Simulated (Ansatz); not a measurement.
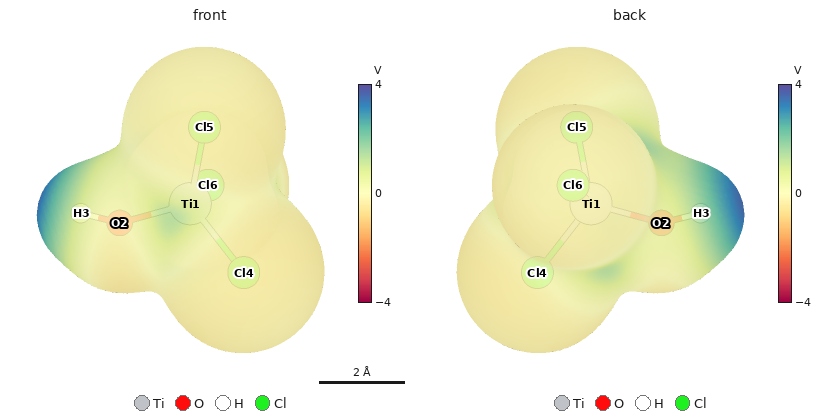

The picture shows: Cl₃HOTi. The molecular electrostatic potential painted on the density surface at 0.002 e/bohr³, seen from the front and from behind; the colour scale runs from red (negative) to blue (positive).

The calculation used Ansatz 0.2.0, RKS PBE0-D4/def2-SVP.

```xyz
6

Ti   -0.0310   -0.0284   -0.0488
O    -0.1444   -0.0846    1.6733
H    -0.7120   -0.1483    2.4485
Cl    2.0617    0.0033   -0.6389
Cl   -1.0525    1.7538   -0.7586
Cl   -1.0289   -1.7772   -0.8660
```

### Where is the surface potential most negative and most positive?

The most negative region (about −0.4 V) lies over O2, the most positive (about +3.4 V) over H3.
